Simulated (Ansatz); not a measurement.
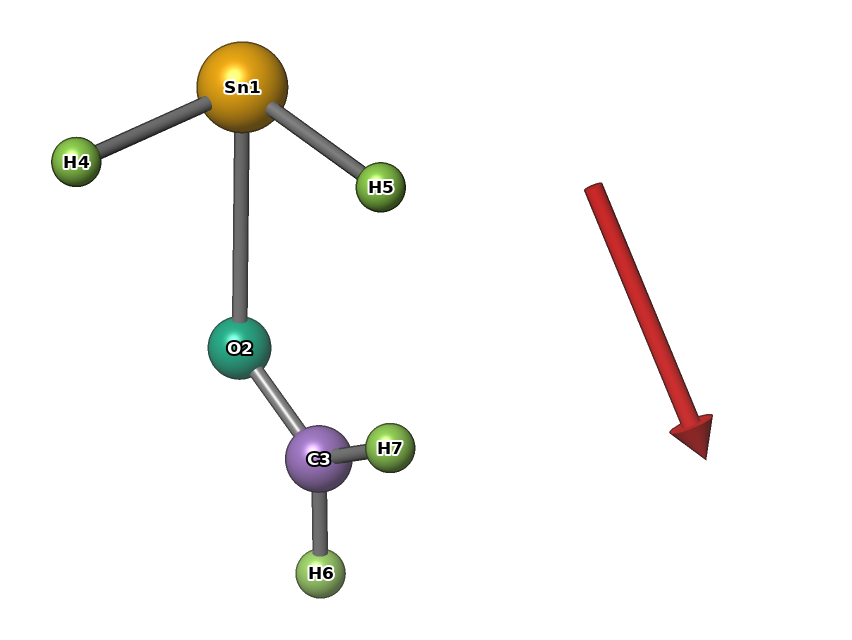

The arrow beside the molecule shows the direction of the dipole moment, from the negative to the positive end (its length means nothing). Computed geometry: PBE0-D4/def2-TZVP optimisation. Method: RKS PBE0-D4/def2-TZVP, core potentials on Sn (Ansatz 0.2.0).

Estimate the dipole moment.

Answer. 3.76 D; it points from the side of Sn1, H4 to the side of H6 (the outermost atoms at the two ends).
